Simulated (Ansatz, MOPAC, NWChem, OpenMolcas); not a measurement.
# How methods differ on CH5Si (SMILES C[SiH2])

CH5Si, doublet, SMILES `C[SiH2]`. Each level relaxes the structure for itself.

Quantity: the highest harmonic wavenumber at each level's own minimum, in cm⁻¹. The values are calculated.

```tsv
level	kind	program	value (cm⁻¹)
PM3	semi-empirical	MOPAC	3218
MNDOD	semi-empirical	MOPAC	3296
PM6	semi-empirical	MOPAC	2761
PM6-DH+	semi-empirical	MOPAC	2762
UHF/3-21G	Hartree–Fock	OpenMolcas	3272
UHF/6-31G* (Cartesian functions)	Hartree–Fock	OpenMolcas	3277
UBP86/def2-SVP	GGA	NWChem	3070
UB3LYP/def2-SVP	global hybrid	NWChem	3132
UPBE0-D4/def2-TZVP	global hybrid	Ansatz	3146
UB3LYP/6-31G* (Cartesian functions)	global hybrid	OpenMolcas	3138
```

Harmonic and unscaled. The values span 2761 to 3296 cm⁻¹.

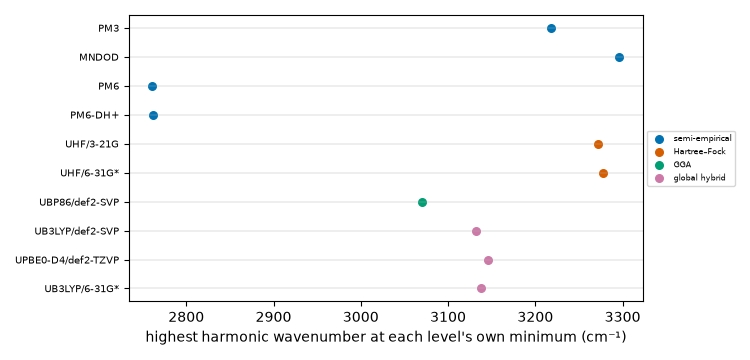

The values of the table, level by level.
